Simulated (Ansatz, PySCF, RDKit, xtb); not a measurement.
**AlGeNHCl: a search for the lowest isomer**

Task: start from the formula AlGeNHCl, draw up candidate structures, narrow them down in stages, and characterise the one that lies lowest at 600 K.

Plan: many cheap relaxations first (GFN2-xTB), then density-functional screening, relaxation at r2SCAN-D4/def2-SVP, vibrations and a final energy. The numbers are computed, not measured.

9 further runs of the same task are left out: 9 set aside as unsound or not needed.

## 1. Candidates

A program enumerates the bonding patterns with one Lewis structure each (two rings at most, one unusual centre or charged pair), with their diastereomers. O–O, O–halogen and N–halogen bonds and N–N–N chains are not drawn. That gives 16 candidates.

c146 [Cl][Ge-]1[NH][Al+]1; c177 [NH]=[Ge-][Al+][Cl]; c278 [Al]/[N]=[GeH]/[Cl] (triplet); c435 [N]#[GeH-][Al+][Cl]; c439 [Cl][Ge]1=[N][AlH]1; c476 [Al]/[N]=[GeH]/[Cl]; c523 [N]#[Ge][AlH][Cl]; c581 [Cl][Al]1[N]=[GeH]1; c594 [Al]/[N]=[GeH]\[Cl] (triplet); c632 [Cl][AlH][N+]#[Ge-]; c751 [N]#[Ge-]([AlH+])[Cl]; c793 [NH]=[Ge]([Al])[Cl]; c805 [Cl][Ge@@H]1[N-][Al+]1; c902 [Cl][Al]1[NH+]=[Ge-]1; c956 [Al]/[N]=[GeH]\[Cl]; c968 [NH]=[Ge]([Al])[Cl] (triplet).

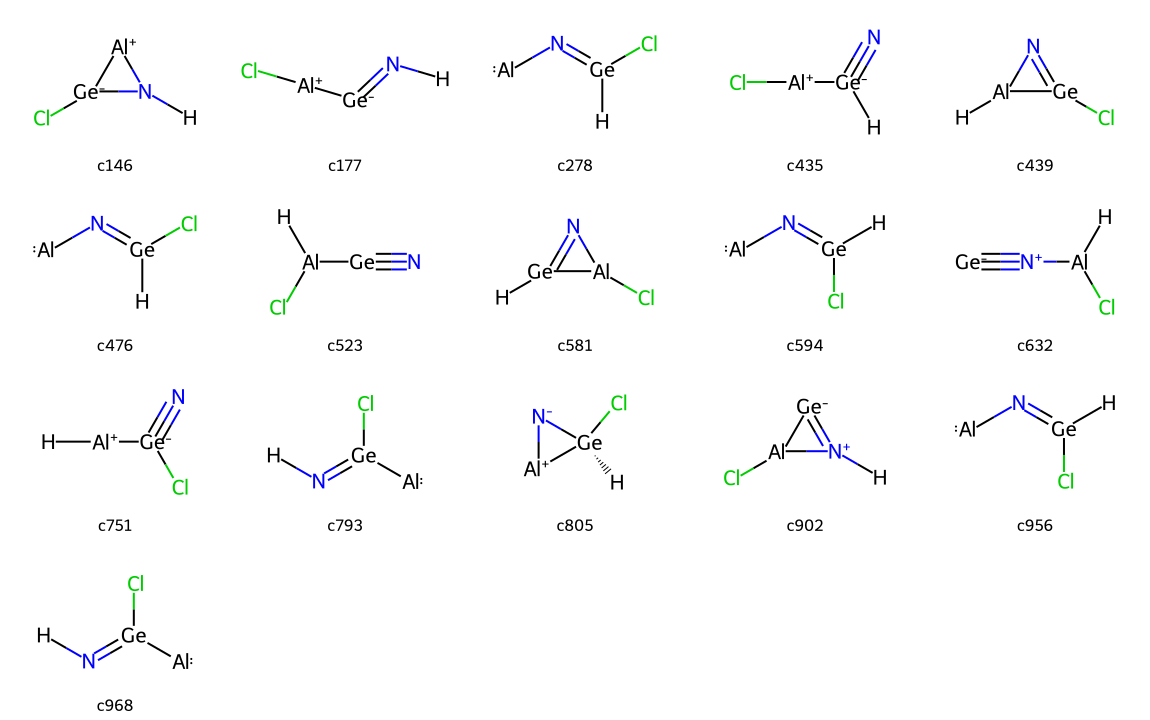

Structural formulas of the candidates.

Candidates are built by distance geometry, with a force field where one applies, in up to four conformers (letters a to d). 11 starts with atoms placed at random are added, to find patterns that the rules miss.

## 2. Cheap relaxation of all starts

All 31 starts are relaxed the same way. One of them, c454 (atoms placed at random), in full:

Contents of start.xyz:

```xyz
5
c454
Al    -1.186730     1.278310     0.687000
Cl     0.821400    -0.226320    -1.701450
Ge     0.693000     1.597330    -0.274720
N     -0.367810    -0.180640     0.653990
H      0.032600     0.613140    -1.920820
```

The run is started by

```
xtb start.xyz --gfn 2 --opt
```

The log of the run (excerpt; [...] marks lines left out):

```text
* xtb version 6.7.1
[...]
          :  # basis functions                  35          :
[...]
          :  # electrons                        20          :
[...]
          :  Hamiltonian                  GFN2-xTB          :
[...]
          :  net charge                          0          :
          :  unpaired electrons                  0          :
[...]
   *** convergence criteria satisfied after 26 iterations ***
[...]
   *** GEOMETRY OPTIMIZATION CONVERGED AFTER 37 ITERATIONS ***
[...]
   *** convergence criteria satisfied after 3 iterations ***
[...]
         ::                     SUMMARY                     ::
         :::::::::::::::::::::::::::::::::::::::::::::::::::::
         :: total energy             -10.962643518641 Eh    ::
         :: gradient norm              0.000249517841 Eh/a0 ::
         :: HOMO-LUMO gap              1.587743835847 eV    ::
         ::.................................................::
         :: SCC energy               -11.000719105416 Eh    ::
         :: -> isotropic ES            0.017007597625 Eh    ::
         :: -> anisotropic ES          0.004087817755 Eh    ::
         :: -> anisotropic XC         -0.002176719542 Eh    ::
         :: -> dispersion             -0.004794963620 Eh    ::
         :: repulsion energy           0.038075586775 Eh    ::
         :: add. restraining           0.000000000000 Eh    ::
         :: total charge               0.000000000000 e     ::
         :::::::::::::::::::::::::::::::::::::::::::::::::::::
[...]
        10        2.0000           -0.2961811              -8.0595 (HOMO)
        11                         -0.2378326              -6.4718 (LUMO)
[...]
     #   Z          covCN         q      C6AA      α(0)
     1  13          0.820     0.162   379.021    50.762
     2  17          1.005    -0.337   110.023    16.047
     3  32          1.038     0.301   278.552    35.681
     4   7          1.620    -0.469    32.972     8.456
     5   1          0.844     0.344     0.598     1.212
[...]
     #   Z sym  total        # sym  WBO       # sym  WBO       # sym  WBO
 ---------------------------------------------------------------------------
     1  13      1.505 --     4      1.243     3      0.233
     2  17      1.015 --     5      0.751     3      0.195
     3  32      2.471 --     4      2.012     1      0.233     2      0.195
     4   7      3.397 --     3      2.012     1      1.243
     5   1      0.882 --     2      0.751
 ---------------------------------------------------------------------------
[...]
molecular dipole:
                 x           y           z       tot (Debye)
 q only:       -0.083       0.284       0.755
   full:        0.667       0.369       0.660       2.563
molecular quadrupole (traceless):
[...]
          | TOTAL ENERGY              -10.962643518641 Eh   |
          | GRADIENT NORM               0.000249517841 Eh/α |
          | HOMO-LUMO GAP               1.587743835847 eV   |
           -------------------------------------------------
[...]
```

It took 0.22 s on 2 threads of Arm Neoverse V1, shared host.

## 3. What the search left

30 of the 31 relaxations converged; 18 ended on a minimum already found. 12 distinct structures remain:

```tsv
label	start	SMILES after	spin	energy (kcal/mol)	note
c435a	drawn and random	[Cl][AlH][N][Ge] ‡	singlet	0.0	bonds changed
c922	random and drawn	[Cl][Al]1[NH][Ge]1 ‡	singlet	35.4	
c146a	drawn and random	[Al][NH][Ge][Cl] ‡	singlet	40.7	bonds changed
c146b	drawn and random	[Al][NH][Ge][Cl] ‡	singlet	42.6	bonds changed
c968a	drawn	[Cl][Al]1[NH][Ge]1 ‡	triplet	71.5	bonds changed
c968b	drawn	[Cl][Al]1[NH][Ge]1 ‡	triplet	71.5	bonds changed
c751a	drawn	[N]#[Ge][AlH][Cl]	singlet	72.9	bonds changed
c823	random	[NH][Al][Ge][Cl] ‡	singlet	76.2	
c805a	drawn	[Al][N][GeH][Cl] ‡	singlet	87.2	bonds changed
c454	random	[Al][N][Ge].[ClH] ‡	singlet	87.7	fell apart
c516	random	[N][GeH][Al][Cl] ‡	singlet	111.3	
c594a	drawn	[Al]/[N]=[GeH]\[Cl]	triplet	114.4
```

‡ marks the bonded skeleton alone, with all bonds drawn single: no Lewis structure was assigned that passes a check against the bond lengths.

GFN2-xTB has no spin polarisation, so it can't rank spin states and is rough for open shells.

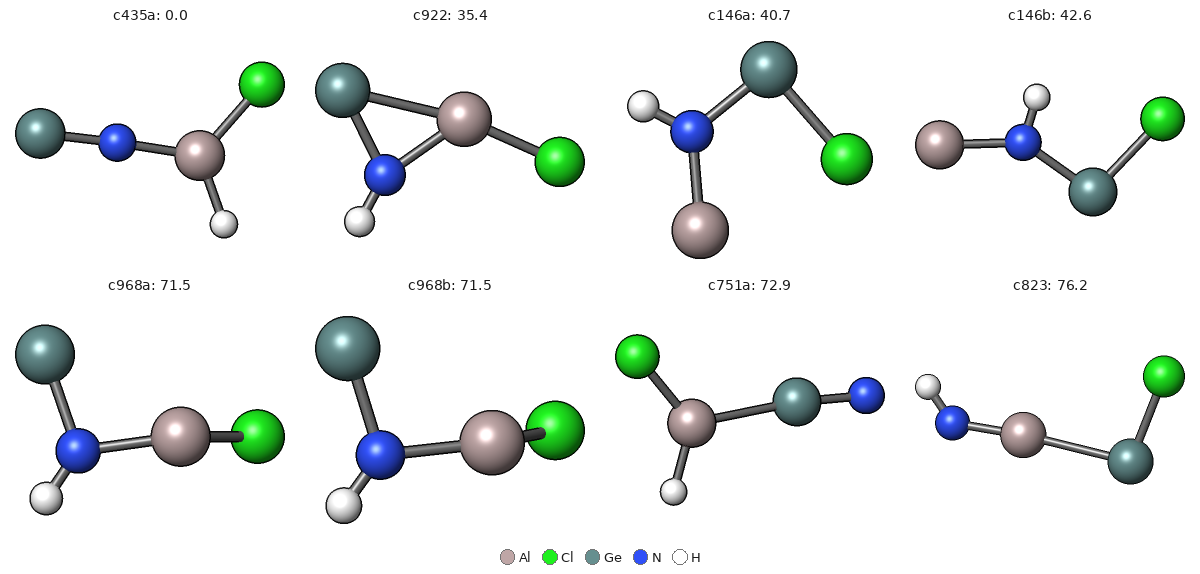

The 8 lowest minima that did not fall apart, with their GFN2-xTB energies in kcal/mol.

## 4. Single points on the low minima

A choice of the minima (the low ones first, few conformers of a pattern, up to a cap) and the lowest that fell apart get a single point at r2SCAN-D4/def2-SVP on the tight-binding geometry, and one at HF/STO-3G for comparison. The lowest singlets are also tried as triplets at the same geometry (label ending in t). The first, c435a:

Contents of input.yaml:

```yaml
crystal:
  periodic: [false, false, false]
  atoms:
    - symbol: Al
      position_ang: [-0.936959, -1.077420, -0.166619]
    - symbol: Cl
      position_ang: [-1.462814, -0.673541, 1.745717]
    - symbol: Ge
      position_ang: [-2.941332, -2.704508, -2.451216]
    - symbol: N
      position_ang: [-1.999680, -1.923633, -1.328749]
    - symbol: H
      position_ang: [0.440147, -0.642572, -0.659015]
basis:
  gaussian:
    orbitals: def2-SVP
hamiltonian:
  xc: {name: r2SCAN}
  dispersion: d4
scf:
  lower_state_search: off
```

The run is started by

```
ansatz run input.yaml --threads 2 --pin off --max-ram 4350MiB --events-out events.jsonl --progress --plain --runs-dir runs
```

The log of the run (excerpt; [...] marks lines left out):

```text
Warning: RAYON_NUM_THREADS=2 ignored (pool sized by the plan → 2); use --threads N
Functional definition: r2SCAN
  name "r2SCAN"
[...]
969 factors; their error is unknown
[...]
mean field -77129.72962068 eV, -2834.4652831515 hartree, gradient 7.9e-7 eV, S^2 0.000000; 0 other end points of the search recorded, 0 dependent functions left out
reference -77129.72963088 eV, -2834.4652835265 hartree; 35, 35 occupied and 52, 52 virtual orbitals, 969 factors
Total energy: -77129.76341530 eV, -2834.4665250809 hartree
Checks for a lower state left out: stability, starts, cluster_reference, orbital_swaps, neighbouring_geometries, increment
```

Wall time 1.7 s (2 threads of Arm Neoverse V1, shared host).

Relative energies in kcal/mol, each column from its lowest structure that stays in one piece:

```tsv
label	SMILES	spin	GFN2-xTB	HF/STO-3G	r2SCAN-D4/def2-SVP
c435a	[Cl][AlH][N][Ge] ‡	singlet	0.0	0.0	0.0
c922	[Cl][Al]1[NH][Ge]1 ‡	singlet	35.4	41.8	10.8
c146a	[Al][NH][Ge][Cl] ‡	singlet	40.7	24.5	12.9
c146b	[Al][NH][Ge][Cl] ‡	singlet	42.6	33.5	16.7
c922t	[Cl][Al]1[NH][Ge]1 ‡	triplet	–	–	50.8
c454	[Al][N][Ge].[ClH] ‡	singlet	87.7	113.5	56.4
c146at	[Al][NH][Ge][Cl] ‡	triplet	–	–	57.7
c435at	[Cl][AlH][N][Ge] ‡	triplet	–	–	82.9
```

‡ marks the bonded skeleton alone, with all bonds drawn single: no Lewis structure was assigned that passes a check against the bond lengths.

## 5. Refinement at r2SCAN-D4/def2-SVP

4 candidates are relaxed at r2SCAN-D4/def2-SVP (chosen among the lowest in one piece). The first, c435a:

Contents of input.yaml:

```yaml
crystal:
  periodic: [false, false, false]
  atoms:
    - {symbol: Al, position_ang: [-0.936959, -1.077420, -0.166619]}
    - {symbol: Cl, position_ang: [-1.462814, -0.673541, 1.745717]}
    - {symbol: Ge, position_ang: [-2.941332, -2.704508, -2.451216]}
    - {symbol: "N", position_ang: [-1.999680, -1.923633, -1.328749]}
    - {symbol: H, position_ang: [0.440147, -0.642572, -0.659015]}
basis:
  gaussian:
    orbitals: def2-SVP
scf:
  lower_state_search: "off"
magnetization:
  spin_polarized: false
hamiltonian:
  xc: r2scan
  dispersion: d4
relax:
  f_tol: 0.003
```

The run is started by

```
ansatz run input.yaml --threads 2 --pin off --max-ram 4350MiB --events-out events.jsonl --progress --plain --runs-dir runs
```

The log of the run (excerpt; [...] marks lines left out):

```text
Warning: RAYON_NUM_THREADS=2 ignored (pool sized by the plan → 2); use --threads N
[...]
Functional definition: r2SCAN
  name "r2SCAN"
[...]
969 factors; their error is unknown
[...]
mean field -77129.72962065 eV, -2834.4652831506 hartree, gradient 5.3e-6 eV, S^2 0.000000; 0 other end points of the search recorded, 0 dependent functions left out
[...]
reference -77129.72963086 eV, -2834.4652835256 hartree; 35, 35 occupied and 52, 52 virtual orbitals, 969 factors
relax step   1: F+E_penalty+E_count = -77129.76340507 eV  Δ(F+E_penalty+E_count) = +0.000e0 eV  max|allowed force component| = 1.620e0 eV/Å  Δτ_max = 0.0000 Å  (17 SCF iters, accepted)
[...]
relax step   6: F+E_penalty+E_count = -77129.86728270 eV  Δ(F+E_penalty+E_count) = -6.252e-6 eV  max|allowed force component| = 3.403e-3 eV/Å  Δτ_max = 0.0027 Å  (22 SCF iters, accepted)
[...]
relax step   7: F+E_penalty+E_count = -77129.86728351 eV  Δ(F+E_penalty+E_count) = -8.174e-7 eV  max|allowed force component| = 4.456e-4 eV/Å  Δτ_max = 0.0004 Å  (12 SCF iters, accepted)
Total energy: -77129.86729365 eV, -2834.4703425397 hartree
Atom 0 at    -0.898755    -1.080870    -0.226394 Å, force     0.000258    -0.000066    -0.000446 eV/Å
Atom 1 at    -1.538534    -0.704987     1.749729 Å, force    -0.000049     0.000009     0.000056 eV/Å
Atom 2 at    -3.012087    -2.718982    -2.402617 Å, force    -0.000031    -0.000005    -0.000018 eV/Å
Atom 3 at    -1.990731    -1.925236    -1.344753 Å, force     0.000172     0.000150     0.000264 eV/Å
Atom 4 at     0.539468    -0.591600    -0.635847 Å, force    -0.000350    -0.000088     0.000144 eV/Å
Dipole moment:    -0.163376    -0.231691    -0.485753 e Å
Checks for a lower state left out: stability, starts, cluster_reference, orbital_swaps, neighbouring_geometries, increment
```

Wall time 14 s (2 threads of Arm Neoverse V1, shared host).

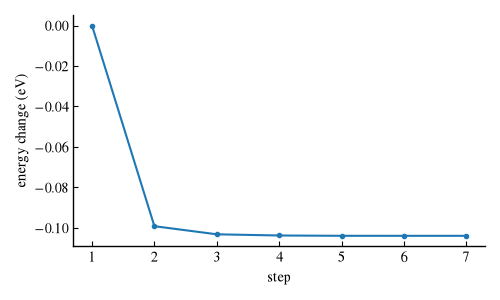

Energy along the run, all evaluated steps.

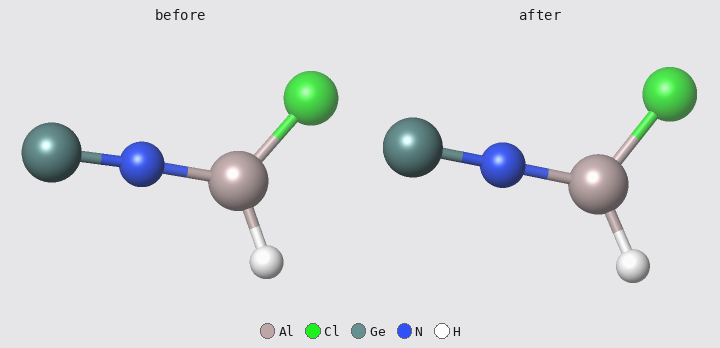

Before and after, at one scale.

After the run. Bond lengths: Al1–Cl2 2.111 Å, Al1–N4 1.777 Å, Ge3–N4 1.671 Å, Al1–H5 1.573 Å. Angles: Cl2–Al1–N4 119.2°, Al1–N4–Ge3 179.7°, Cl2–Al1–H5 117.7°, N4–Al1–H5 123.1°.

## 6. After refinement

```tsv
label	spin	r2SCAN-D4/def2-SVP (kcal/mol)	r2SCAN-D4/def2-SVP, relaxed (kcal/mol)	time
c435a	singlet	0.0	0.0	14 s
c922	singlet	10.8	10.9	17 s
c146a	singlet	12.9	13.7	22 s
c146b	singlet	16.7	18.0	21 s
```

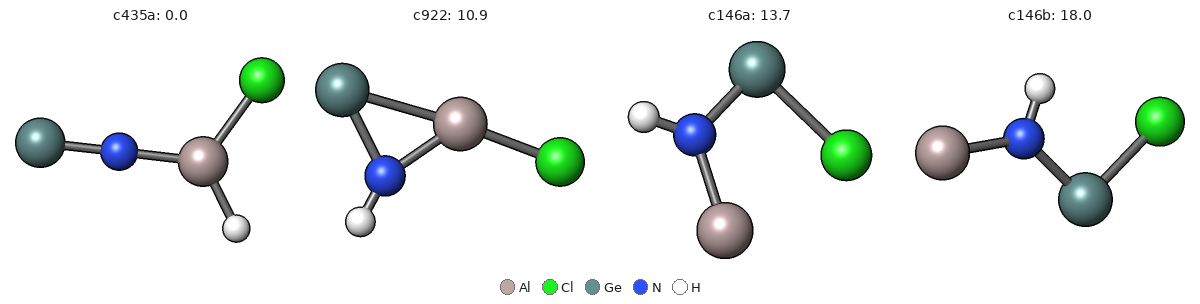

The relaxed structures, with energies at r2SCAN-D4/def2-SVP in kcal/mol.

## 7. Harmonic analysis of the finalists

The lowest few in one piece go on as finalists (c146b drops out). Harmonic vibrations at r2SCAN-D4/def2-SVP test each finalist and give the zero-point energy and the thermal terms. The first, c435a:

Contents of input.yaml:

```yaml
crystal:
  periodic: [false, false, false]
  atoms:
    - {symbol: Al, position_ang: [-0.898755, -1.080870, -0.226394]}
    - {symbol: Cl, position_ang: [-1.538534, -0.704987, 1.749729]}
    - {symbol: Ge, position_ang: [-3.012087, -2.718982, -2.402617]}
    - {symbol: "N", position_ang: [-1.990731, -1.925236, -1.344753]}
    - {symbol: H, position_ang: [0.539468, -0.591600, -0.635847]}
basis:
  gaussian:
    orbitals: def2-SVP
hamiltonian:
  xc: {name: r2SCAN}
  dispersion: d4
scf:
  lower_state_search: off
phonons: {}
```

The run is started by

```
ansatz run input.yaml --threads 2 --pin off --max-ram 4350MiB --events-out events.jsonl --progress --plain --runs-dir runs
```

The log of the run (excerpt; [...] marks lines left out):

```text
Warning: RAYON_NUM_THREADS=2 ignored (pool sized by the plan → 2); use --threads N
Functional definition: r2SCAN
  name "r2SCAN"
[...]
969 factors; their error is unknown
[...]
mean field -77129.83355616 eV, -2834.4691027100 hartree, gradient 4.7e-6 eV, S^2 0.000000; 0 other end points of the search recorded, 0 dependent functions left out
[...]
reference -77129.83356629 eV, -2834.4691030824 hartree; 35, 35 occupied and 52, 52 virtual orbitals, 969 factors
[...]
969 factors; their error is unknown
mean field -77129.83348115 eV, -2834.4690999535 hartree, gradient 1.2e-6 eV, S^2 0.000000; 0 other end points of the search recorded, 0 dependent functions left out
[...]
reference -77129.83349129 eV, -2834.4691003260 hartree; 35, 35 occupied and 52, 52 virtual orbitals, 969 factors
[...]
969 factors; their error is unknown
[...]
reference -77129.83355831 eV, -2834.4691027890 hartree; 35, 35 occupied and 52, 52 virtual orbitals, 969 factors
Total energy: -77129.86729205 eV, -2834.4703424812 hartree
Atom 0 at    -0.898755    -1.080870    -0.226394 Å, force     0.000267    -0.000060    -0.000440 eV/Å
Atom 1 at    -1.538534    -0.704987     1.749729 Å, force    -0.000055     0.000001     0.000040 eV/Å
Atom 2 at    -3.012087    -2.718982    -2.402617 Å, force    -0.000061    -0.000026    -0.000042 eV/Å
Atom 3 at    -1.990731    -1.925236    -1.344753 Å, force     0.000193     0.000169     0.000297 eV/Å
Atom 4 at     0.539468    -0.591600    -0.635847 Å, force    -0.000344    -0.000085     0.000145 eV/Å
Dipole moment:    -0.163375    -0.231691    -0.485753 e Å
Vibrations: 67.84 122.16 234.39 429.13 479.65 558.03 694.11 1221.33 1987.08 cm⁻¹, zero-point energy 0.359165 eV
Checks for a lower state left out: stability, starts, cluster_reference, orbital_swaps, neighbouring_geometries, increment
```

Run time: 49 s. Hardware: 2 threads of Arm Neoverse V1, shared host.

## 8. Zero-point energy and free-energy terms

At 600 K and 1 atm, ideal gas, rigid rotor and harmonic oscillator:

```tsv
label	SMILES	spin	point group	lowest mode (cm⁻¹)	zero-point (kcal/mol)	G − E (kcal/mol)
c435a	[Cl][AlH][N][Ge] ‡	singlet	Cs	68	8.3	-38.3
c922	[Cl][Al]1[NH][Ge]1 ‡	singlet	Cs	101	10.8	-34.4
c146a	[Al][NH][Ge][Cl] ‡	singlet	Cs	78	10.3	-36.0
```

‡ marks the bonded skeleton alone, with all bonds drawn single: no Lewis structure was assigned that passes a check against the bond lengths.

## 9. The final energy

Single points at CCSD(T)/def2-TZVP on the refined geometries decide the order.

c435a, CCSD(T)/def2-TZVP:

Contents of input.yaml:

```yaml
crystal:
  periodic: [false, false, false]
  atoms:
    - {symbol: Al, position_ang: [-0.898755, -1.080870, -0.226394]}
    - {symbol: Cl, position_ang: [-1.538534, -0.704987, 1.749729]}
    - {symbol: Ge, position_ang: [-3.012087, -2.718982, -2.402617]}
    - {symbol: N, position_ang: [-1.990731, -1.925236, -1.344753]}
    - {symbol: H, position_ang: [0.539468, -0.591600, -0.635847]}
basis:
  gaussian:
    orbitals: def2-TZVP
correlation:
  method: ccsd_t
  frozen_orbitals: {"N": 1, Cl: 5, Al: 5, Ge: 9, H: 0}
```

The run is started by

```
ansatz run input.yaml --threads 2 --pin off --max-ram 4350MiB --events-out events.jsonl --progress --plain --runs-dir runs
```

The log of the run (excerpt; [...] marks lines left out):

```text
Warning: RAYON_NUM_THREADS=2 ignored (pool sized by the plan → 2); use --threads N
Functional definition: HF
  name "HF"
[...]
1012 factors; integrals over basis functions are off by at most 9.0e-4 eV
[...]
mean field -77061.60174269 eV, -2831.9616298143 hartree, gradient 2.6e-6 eV, S^2 0.000000; 0 other end points of the search recorded, 0 dependent functions left out
20 core orbitals not correlated: weight in the atoms' cores, before any rotation towards them, 1.000 or more for the frozen orbitals, at most 0.000 for the correlated occupied ones
reference -77061.60174269 eV, -2831.9616298143 hartree; 15, 15 occupied and 124, 124 virtual orbitals, 1012 factors
second order -18.63207196 eV of doubles, -0.00000000 eV of singles
cycle   1  -18.29416080 eV  change    3.4e-1 eV  update   1.5e-1
[...]
cycle  10  -19.06610073 eV  change    3.4e-5 eV  update   2.4e-5
perturbative correction -0.94322084 eV, -0.0346627266 hartree
Total energy: -77081.61106426 eV, -2832.6969588190 hartree
```

Run time: 35 s. Hardware: 2 threads of Arm Neoverse V1, shared host; peak memory 1.1 GiB.

## 10. c922 at CCSD(T)/def2-TZVP

Contents of input.yaml:

```yaml
crystal:
  periodic: [false, false, false]
  atoms:
    - {symbol: Al, position_ang: [-0.414685, -0.144577, -0.907110]}
    - {symbol: Cl, position_ang: [0.809315, -0.227567, -2.625275]}
    - {symbol: Ge, position_ang: [-1.664604, 0.010192, 1.173240]}
    - {symbol: N, position_ang: [0.132017, 0.336492, 0.744198]}
    - {symbol: H, position_ang: [0.839266, 0.643840, 1.413327]}
basis:
  gaussian:
    orbitals: def2-TZVP
correlation:
  method: ccsd_t
  frozen_orbitals: {"N": 1, Cl: 5, Al: 5, Ge: 9, H: 0}
```

The run is started by

```
ansatz run input.yaml --threads 2 --pin off --max-ram 4350MiB --events-out events.jsonl --progress --plain --runs-dir runs
```

The log of the run (excerpt; [...] marks lines left out):

```text
Warning: RAYON_NUM_THREADS=2 ignored (pool sized by the plan → 2); use --threads N
Functional definition: HF
  name "HF"
[...]
1011 factors; integrals over basis functions are off by at most 9.5e-4 eV
[...]
mean field -77060.83093395 eV, -2831.9333031154 hartree, gradient 3.5e-6 eV, S^2 0.000000; 0 other end points of the search recorded, 0 dependent functions left out
20 core orbitals not correlated: weight in the atoms' cores, before any rotation towards them, 1.000 or more for the frozen orbitals, at most 0.000 for the correlated occupied ones
reference -77060.83093395 eV, -2831.9333031154 hartree; 15, 15 occupied and 124, 124 virtual orbitals, 1011 factors
second order -18.63305592 eV of doubles, -0.00000000 eV of singles
cycle   1  -18.56155000 eV  change    7.2e-2 eV  update   1.2e-1
[...]
cycle  11  -19.23273309 eV  change   -9.4e-6 eV  update   1.6e-5
perturbative correction -0.94237738 eV, -0.0346317299 hartree
Total energy: -77081.00604442 eV, -2832.6747247498 hartree
```

It took 37 s on 2 threads of Arm Neoverse V1, shared host; peak memory 1.1 GiB.

[end of part 1 of 2]
